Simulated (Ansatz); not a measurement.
# CHAlO (triplet): trial inputs and their diagnosis at a displaced geometry (v2)

4 inputs are run for CHAlO (triplet) as typed; the log has to tell whether the result can be used and what must change.

The runs use Ansatz 0.2.0, Gaussian basis; the settings change from run to run.

22 further runs of the same task are left out: 4 that didn't finish, 18 set aside as unsound or not needed.

### Step 1. The geometry

The geometry is a PBE0/def2-TZVP stationary point (not a proven minimum) with its atoms shifted at random (size 0.100 Å).

4 atoms, charge 0, spin multiplicity 3.

Atoms are counted from 1 here; the program's logs count them from 0.

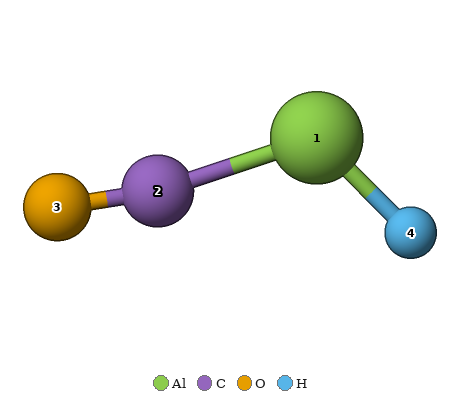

The geometry (aluminium green, carbon purple, oxygen amber, hydrogen blue); atoms are numbered from 1 in the order of the file.

### Step 2. Attempt 1

in.yaml

```yaml
crystal:
  periodic: [false, false, false]
  atoms:
    - {symbol: Al, position_ang: [0.060669, -0.099643, 1.268646]}
    - {symbol: C, position_ang: [-0.104205, 0.098540, -0.635959]}
    - {symbol: O, position_ang: [-0.027585, 0.018708, -1.792663]}
    - {symbol: H, position_ang: [0.055524, 1.196183, 2.073367]}
basis:
  gaussian: {orbitals: def2-SVP}
magnetization: {spin_polarized: false, initial_magnetization: 2}
correlation: {method: fic_mrcisd_q, electrons: outside_noble_gas, active_space: {window: {electrons: 4, orbitals: 4}, places: [1, 2]}}
accuracy: high
scf: {omitted_lower_state_checks: [cluster_reference]}
```

Command:

```bash
$ ansatz run in.yaml --threads 1 --pin off --events-out ev --progress --plain --max-ram 2393MiB
```

Output:

```text
Error: invalid value for `correlation.active_space`: name one of window, places and ras
```

Run time: 0.03 s. Hardware: 1 thread of Arm Neoverse V1, shared host.

**Diagnosis.** The run was refused. The active space is defined twice. Fix: keep one definition.

### Step 3. Attempt 2

in.yaml

```yaml
crystal:
  periodic: [false, false, false]
  atoms:
    - {symbol: Al, position_ang: [0.060669, -0.099643, 1.268646]}
    - {symbol: C, position_ang: [-0.104205, 0.098540, -0.635959]}
    - {symbol: O, position_ang: [-0.027585, 0.018708, -1.792663]}
    - {symbol: H, position_ang: [0.055524, 1.196183, 2.073367]}
basis:
  gaussian: {orbitals: def2-SVP}
magnetization: {spin_polarized: false, initial_magnetization: 2}
correlation: {method: sc_nevpt2, electrons: outside_noble_gas}
output: {forces: true}
```

Launched as before.

Output:

```text
Error: this correlation method needs an active space: name one as the reference
```

It took 0.03 s on 1 thread of Arm Neoverse V1, shared host.

What is wrong: The run was refused. This method needs an active space and has none. Cure: add an active_space block.

### Step 4. Attempt 3

in.yaml

```yaml
crystal:
  periodic: [false, false, false]
  atoms:
    - {symbol: Al, position_ang: [-0.054205, 0.398540, -0.335959]}
    - {symbol: C, position_ang: [-0.104205, 0.098540, -0.635959]}
    - {symbol: O, position_ang: [-0.027585, 0.018708, -1.792663]}
    - {symbol: H, position_ang: [0.055524, 1.196183, 2.073367]}
basis:
  gaussian: {orbitals: cc-pVDZ}
magnetization: {spin_polarized: true, initial_magnetization: 2}
correlation: {method: mp2, electrons: valence}
```

The command is unchanged.

Output, shortened:

```text
Functional definition: HF
  name "HF"
  cite "Fock, Z. Phys. 61, 126 (1930) doi:10.1007/BF01340294"
  parent pbe
[...]
491 factors; integrals over basis functions are off by at most 9.5e-4 eV
[...]
a density is far from that of the atoms, so the factors are made again for it
547 factors; integrals over basis functions are off by at most 8.8e-4 eV
[...]
mean field -9250.34406142 eV, -339.9438741488 hartree, gradient 4.5e-6 eV, S^2 2.155153; 4 other end points of the search recorded, 0 dependent functions left out
7 core orbitals not correlated: weight in the atoms' cores, before any rotation towards them, 0.944 or more for the frozen orbitals, at most 0.027 for the correlated occupied ones
reference -9250.34406142 eV, -339.9438741488 hartree; 8, 6 occupied and 36, 38 virtual orbitals, 547 factors
second order -7.61003870 eV of doubles, -0.00000000 eV of singles
Total energy: -9257.95410012 eV, -340.2235379128 hartree
```

It took 1.3 s on 1 thread of Arm Neoverse V1, shared host.

Diagnosis: The run converged, which proves nothing about the input. One atom lies on top of another. The shortest distance is 0.43 Å, against 1.16 Å in the geometry of step 1. Its energy belongs to another geometry. Fix: restore its position.

### Step 5. Attempt 4

in.yaml

```yaml
crystal:
  periodic: [false, false, false]
  atoms:
    - {symbol: Al, position_ang: [0.060669, -0.099643, 1.268646]}
    - {symbol: C, position_ang: [-0.104205, 0.098540, -0.635959]}
    - {symbol: O, position_ang: [-0.027585, 0.018708, -1.792663]}
    - {symbol: H, position_ang: [0.055524, 1.196183, 2.073367]}
basis:
  gaussian: {orbitals: cc-pVDZ}
magnetization: {spin_polarized: true, initial_magnetization: 8}
hamiltonian: {pseudopotentials: {relativity: scalar}}
correlation: {method: bccd_t, electrons: outside_noble_gas}
scf: {lower_state_search: full}
output: {forces: true}
```

The command is unchanged.

Output, shortened:

```text
Functional definition: HF
  name "HF"
  cite "Fock, Z. Phys. 61, 126 (1930) doi:10.1007/BF01340294"
  parent pbe
[...]
486 factors; integrals over basis functions are off by at most 1.3e-3 eV
[...]
mean field -9657.40710116 eV, -354.9031649421 hartree, gradient 2.2e-6 eV, S^2 20.011042; 19 other end points of the search recorded, 0 dependent functions left out
determinant -9657.40710116 eV, -354.9031649421 hartree, with singles and doubles -9663.49513453 eV, -355.1268960416 hartree
determinant -9657.34129803 eV, -354.9007467217 hartree, with singles and doubles -9663.41318441 eV, -355.1238844305 hartree
determinant -9655.73012838 eV, -354.8415373289 hartree, with singles and doubles -9661.78726382 eV, -355.0641329506 hartree
determinant -9655.70552305 eV, -354.8406330998 hartree, with singles and doubles -9661.75643391 eV, -355.0629999723 hartree
[...]
7 core orbitals not correlated: weight in the atoms' cores, before any rotation towards them, 1.000 or more for the frozen orbitals, at most 0.000 for the correlated occupied ones
reference -9657.40710116 eV, -354.9031649421 hartree; 11, 3 occupied and 33, 41 virtual orbitals, 486 factors
second order -5.33892141 eV of doubles, -0.00000000 eV of singles
cycle   1  -6.07780507 eV  change    1.4e-2 eV  update   1.0e-2
[...]
cycle  29  -6.07515461 eV  change    6.4e-9 eV  update   2.9e-8
perturbative correction -0.13182920 eV, -0.0048446337 hartree
[...]
Total energy: -9663.61408497 eV, -355.1312673898 hartree
Relativity: scalar
Atom 0 at     0.060669    -0.099643     1.268646 Å, force     0.836440    -3.688455     5.220300 eV/Å
Atom 1 at    -0.104205     0.098540    -0.635959 Å, force    -2.754360     2.159998    13.060146 eV/Å
Atom 2 at    -0.027585     0.018708    -1.792663 Å, force     1.815343    -1.996100   -22.024246 eV/Å
Atom 3 at     0.055524     1.196183     2.073367 Å, force     0.102577     3.524557     3.743800 eV/Å
Dipole moment:    -0.072397     0.254953    -0.689781 e Å
```

It took 41 s on 1 thread of Arm Neoverse V1, shared host.

What is wrong: The run converged, which proves nothing about the input. Far too many unpaired electrons are asked for. Its energy belongs to the state of multiplicity 9, not to the triplet that was meant. To mend it, set initial_magnetization to that of the wanted state.

### Step 6. How the runs ended

```csv
attempt,level,ended,cause,time
1,"MRCISD+Q(4,4)/def2-SVP",refused,the active space is defined twice,0.03 s
2,'sc_nevpt2'/def2-SVP,refused,this method needs an active space and has none,0.03 s
3,MP2 on UHF/cc-pVDZ,converged,one atom lies on top of another,1.3 s
4,BCCD(T) on UHF/cc-pVDZ,converged,far too many unpaired electrons are asked for,41 s
```

2 refused, 2 converged. The input that converges on a wrong geometry or spin is the dangerous one: no error points at it, so geometry and ⟨S²⟩ have to be checked.
